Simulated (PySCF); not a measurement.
**SiH3F (SiFH3): FCI/STO-6G**

What is the vertical singlet–triplet gap of SiH3F (SiFH3) at FCI/STO-6G? The job is set up through a Python script.

Program for the calculation: PySCF 2.14.0.

10 further runs of the same task are left out: 1 that didn't finish, 9 set aside as unsound or not needed.

## Step 1: The structure to begin with

SiH3F: 5 atoms, total charge 0, spin state singlet. As SMILES, `[H][Si]([H])([H])F`. Geometry: relaxed at GFN2-xTB.

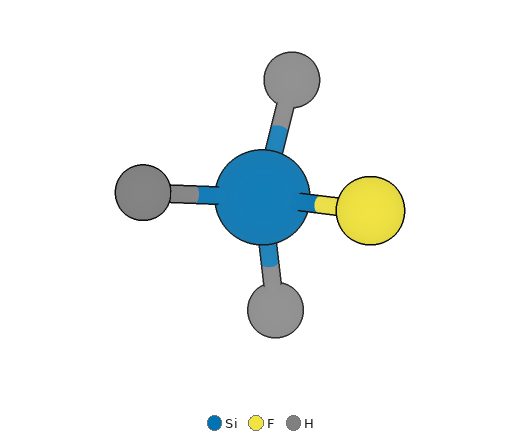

The structure, seen from a chosen angle (silicon blue, fluorine yellow, hydrogen grey).

## Step 2: A single-point energy at FCI/STO-6G

calc.py reads:

```python
from pyscf import gto, mcscf
from pyscf import fci

molecule = gto.M(
    atom='''
Si    -0.001323     0.002287    -0.176859
F      0.020522    -0.036169     2.857228
H      2.646127     0.020844    -0.911264
H     -1.340345     2.303425    -0.856764
H     -1.324981    -2.290386    -0.912341
''',
    max_memory=1860,
    unit='bohr',
    verbose=3,
    basis='sto-6g',
    spin=0,
)

myscf = molecule.RHF()
myscf.conv_tol = 1e-10
myscf.kernel()
if not myscf.converged:
    myscf = myscf.newton().run(myscf.mo_coeff, myscf.mo_occ)

cas = mcscf.CASCI(myscf, myscf.mo_coeff.shape[-1] - 6, (molecule.nelec[0] - 6, molecule.nelec[1] - 6))  # full CI above the frozen core
cas.fcisolver = fci.direct_spin0.FCI(molecule)  # even spin states alone
cas.kernel()
print('<S^2> = %.4f' % cas.fcisolver.spin_square(cas.ci, cas.ncas, cas.nelecas)[0])
energy = cas.e_tot
print('Final energy', energy)
```

On the command line:

```bash
$ OMP_NUM_THREADS=1 python calc.py
```

The program printed:

```text
converged SCF energy = -388.61014853779
CASCI E = -388.687491084272  E(CI) = -47.7865057607399  S^2 = 0.0000000
<S^2> = 0.0000
Final energy -388.6874910842715
```

Run time: 1.9 s. Hardware: 1 thread of Arm Neoverse V1, shared host; peak memory 0.14 GiB.

## Step 3: The triplet, same level

job.py reads:

```python
from pyscf import gto, scf, mcscf

molecule = gto.M(
    atom=[
    ('Si', (-0.000700, 0.001210, -0.093590)),
    ('F', (0.010860, -0.019140, 1.511980)),
    ('H', (1.400270, 0.011030, -0.482220)),
    ('H', (-0.709280, 1.218920, -0.453380)),
    ('H', (-0.701150, -1.212020, -0.482790)),
],
    spin=2,
    verbose=3,
    max_memory=1860,
    basis='sto-6g',
)

hf = scf.ROHF(molecule)
hf.conv_tol = 1e-10
hf.kernel()
if not hf.converged:
    hf = hf.newton().run(hf.mo_coeff, hf.mo_occ)

cas = mcscf.CASCI(hf, hf.mo_coeff.shape[-1] - 6, (molecule.nelec[0] - 6, molecule.nelec[1] - 6))  # full CI above the frozen core
cas.fix_spin_(ss=2.0)
cas.kernel()
e_tot = cas.e_tot
print('E(%s) = %.9f' % ('FCI', e_tot))
```

On the command line:

```bash
$ OMP_NUM_THREADS=1 python job.py
```

The program printed:

```text
converged SCF energy = -388.237924759704
CASCI E = -388.296983362398  E(CI) = -47.3993828548551  S^2 = 2.0000000
E(FCI) = -388.296983362
```

Wall time 2.5 s (1 thread of Arm Neoverse V1, shared host); peak memory 0.13 GiB.

## Step 4: Outcome

Level: FCI/STO-6G, 6 core orbitals frozen.

```
                                            quantity          value
                               singlet: total energy  -388.68749 Eh
       singlet: dipole moment (Hartree–Fock density)         1.46 D
        singlet: HOMO energy (Hartree–Fock orbitals)      -10.54 eV
        singlet: LUMO energy (Hartree–Fock orbitals)       12.70 eV
      singlet: HOMO–LUMO gap (Hartree–Fock orbitals)       23.25 eV
singlet: correlation energy (6 core orbitals frozen)      -77.3 mEh
                               triplet: total energy  -388.29698 Eh
       triplet: dipole moment (Hartree–Fock density)         2.02 D
triplet: correlation energy (6 core orbitals frozen)      -59.1 mEh
    vertical energy of the triplet above the singlet      10.626 eV
```

**Reading.** At this shape the triplet lies 10.63 eV (245 kcal/mol) above the singlet. In a minimal basis such a difference can be off by several eV, whatever the method. Mulliken charges (singlet) of the mean-field density run from -0.36 on F2 to +0.87 on Si1. Mulliken charges (triplet) of the mean-field density run from -0.19 on H3 to +0.40 on Si1; they depend strongly on the basis.
